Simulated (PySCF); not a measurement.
Dissociation curve of SMILES OB (H₃BO). The B1–O4 bond (B1 also carries H, H; O4 carries H) is stretched with both fragments frozen at the PBE0/def2-TZVP optimised geometry.

Levels of theory: RKS-r2SCAN = restricted r2SCAN/6-31G run with PySCF; UKS-BHandHLYP = unrestricted BHandHLYP/6-31G run with PySCF 2.14.0; RHF/6-31G (PySCF).

Magnitude of the dipole moment (D; its direction can reverse along the curve, and a method can change to another solution) and Mulliken charge of the fragment that holds B1:

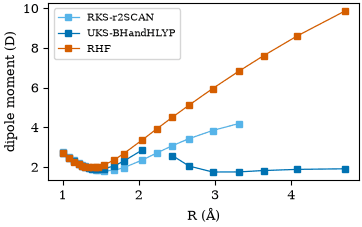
*Dipole moment against bond length.*

| R / Å | μ RKS-r2SCAN | q RKS-r2SCAN | μ UKS-BHandHLYP | q UKS-BHandHLYP | μ RHF | q RHF |
|---|---|---|---|---|---|---|
| 1.00 | 2.74 | -0.22 | 2.70 | -0.19 | 2.72 | -0.13 |
| 1.08 | 2.51 | -0.10 | 2.46 | -0.07 | 2.46 | 0.00 |
| 1.15 | 2.33 | -0.01 | 2.28 | 0.03 | 2.28 | 0.10 |
| 1.21 | 2.20 | 0.06 | 2.15 | 0.10 | 2.15 | 0.18 |
| 1.26 | 2.10 | 0.10 | 2.06 | 0.15 | 2.07 | 0.23 |
| 1.30 | 2.03 | 0.14 | 1.99 | 0.19 | 2.02 | 0.27 |
| 1.35 | 1.95 | 0.17 | 1.94 | 0.22 | 1.99 | 0.31 |
| 1.38 | 1.91 | 0.19 | 1.91 | 0.24 | 1.98 | 0.33 |
| 1.44 | 1.85 | 0.22 | 1.88 | 0.28 | 1.99 | 0.37 |
| 1.47 | 1.83 | 0.23 | 1.88 | 0.29 | 2.01 | 0.38 |
| 1.55 | 1.80 | 0.26 | 1.91 | 0.32 | 2.11 | 0.41 |
| 1.68 | 1.84 | 0.28 | 2.06 | 0.35 | 2.36 | 0.44 |
| 1.80 | 1.96 | 0.28 | 2.29 | 0.36 | 2.67 | 0.45 |
| 2.04 | 2.34 | 0.29 | 2.85 | 0.36 | 3.35 | 0.45 |
| 2.24 | 2.71 | 0.28 | — | — | 3.93 | 0.44 |
| 2.44 | 3.07 | 0.28 | 2.58 | 0.23 | 4.50 | 0.44 |
| 2.66 | 3.43 | 0.28 | 2.05 | 0.14 | 5.12 | 0.44 |
| 2.97 | 3.84 | 0.27 | 1.75 | 0.07 | 5.95 | 0.45 |
| 3.31 | 4.19 | 0.27 | 1.75 | 0.03 | 6.82 | 0.45 |
| 3.64 | — | — | 1.82 | 0.01 | 7.62 | 0.46 |
| 4.08 | — | — | 1.88 | 0.00 | 8.61 | 0.47 |
| 4.70 | — | — | 1.91 | 0.00 | 9.85 | 0.46 |

Dashes: no converged value, or the column stops at the first point that the program doubted or that broke a chosen test of continuity, which isn't proof of a fault.

The restricted form behind RKS-r2SCAN, RHF keeps the bonding electrons paired and can't separate into open-shell fragments. The unrestricted determinant behind UKS-BHandHLYP is spin-contaminated at 2.44 to 4.70 Å (<S²> up to 1.0, against 0.00 for a pure singlet).
